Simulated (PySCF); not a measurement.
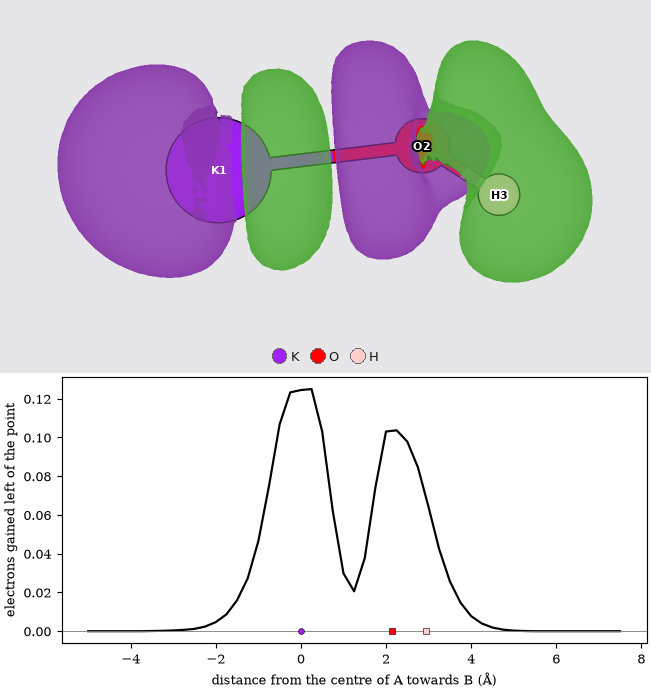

Figure 1: HKO, SMILES `[K+].[OH-]`. Density of the complex less the densities of the two fragments at the same geometry, ±0.008 e/Å³ (purple: gain, green: loss). Fragment A: K(+1) (atom 1); fragment B: OH(−1). Below: the charge-displacement curve along the line of centres (A on the left).

Computed with PySCF, BP86/def2-TZVP, geometry: GFN2-xTB. GFN2-xTB bond lengths at metals and heavier atoms can be off by up to 0.1 Å and shapes distorted, which carries into these values. The basis has no diffuse functions, which an anion needs.

**How is the density rearranged on binding?**

Hirshfeld charges show almost no net transfer (under 0.005 e). By Hirshfeld charges, electrons gather most on O2 (−0.060 e) and leave H3 most (+0.060 e); 0.27 e is displaced in all.

**What is the interaction energy, and which contacts carry it?**

The counterpoise-corrected interaction energy of the frozen fragments is −138.0 kcal/mol without dispersion correction and −138.8 kcal/mol with D3(BJ). D3 uses neutral-atom coefficients and tends to overbind metal cations. The pair geometry is semi-empirical, not a minimum at this level. Contacts: K1···O2, strong, partly covalent contact, 2.16 Å, ρ = 0.061 a.u. The pose is a local one from a semi-empirical search, not shown to be the most stable.

The PySCF run took 9.2 s on 1 thread of Arm Neoverse V2, on a shared host, peak memory 0.23 GiB.
